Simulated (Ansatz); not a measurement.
The figure comes from a scan of TiHg (space group P4/mmm): the cell is scaled evenly about its relaxed volume V₀. The numbers are results of PBEsol (plane waves to 420 eV, PAW, scalar-relativistic; Ansatz, a program for electronic structure), not measurements. k mesh 16×16×12 (Γ-centred), Fermi-Dirac smearing 0.05 eV. Compression counts positive. Spin-orbit coupling is left out, though Hg is heavy. TiHg is run without spin polarisation. TiHg was relaxed with its symmetry unable to fall. 

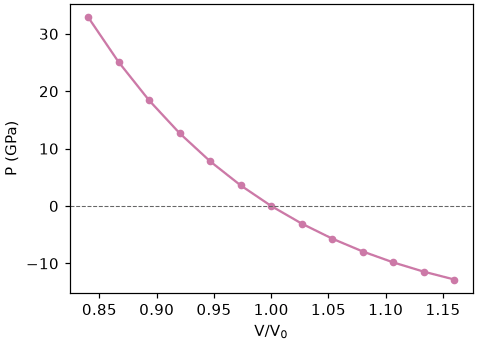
Fig. 1. P (GPa) against V/V₀; one marker a computed point.

Q: Turn the plot into a table (rounded to what can be read).

A: To the nearest 1:

| V/V₀ | P (GPa) |
|---|---|
| 0.840 | 33 |
| 0.867 | 25 |
| 0.893 | 18 |
| 0.920 | 13 |
| 0.947 | 8 |
| 0.973 | 4 |
| 1.000 | 0 |
| 1.027 | -3 |
| 1.053 | -6 |
| 1.080 | -8 |
| 1.107 | -10 |
| 1.133 | -11 |
| 1.160 | -13 |

(A scan under strain: stresses follow from slopes of the energy per volume, elastic moduli from its curvatures.)
